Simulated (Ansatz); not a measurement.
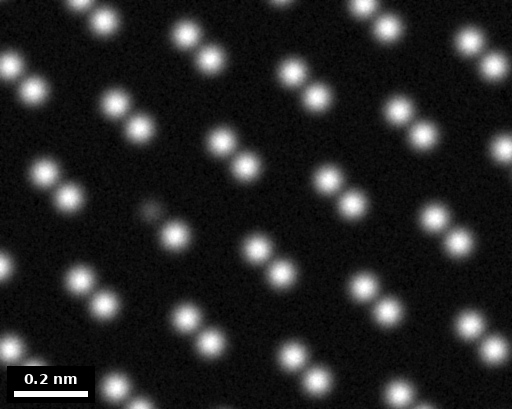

Dark-field STEM-like image of Hf (P6_3/mmc, No. 194) along [101]. Simulation: incoherent imaging, intensity Z^1.6 per atom, probe width 0.50 Å, thin sample. The display is stretched by a gamma of 0.65; percentages refer to the linear signal. Shot noise was added.

The sample is 1 repeat (6.0 Å) thick. One point defect was put into the perfect crystal, without relaxing the atoms around it. Brightness is counted from the darkest point of the image. Host structure: the geometry relaxed at fixed volume with DFT r2SCAN, scalar-relativistic, plane waves, PAW (Ansatz).

Where is the defect (in Å from the left and the top edge), and what does its contrast suggest?

Answer. At about 4 Å from the left and 6 Å from the top. The column is dimmer, which points to a vacancy or a lighter atom. The column holds 1 atom (Hf) through the sample, and one Hf atom is replaced by Ti, so its peak drops to about 15 % of that of its equals.
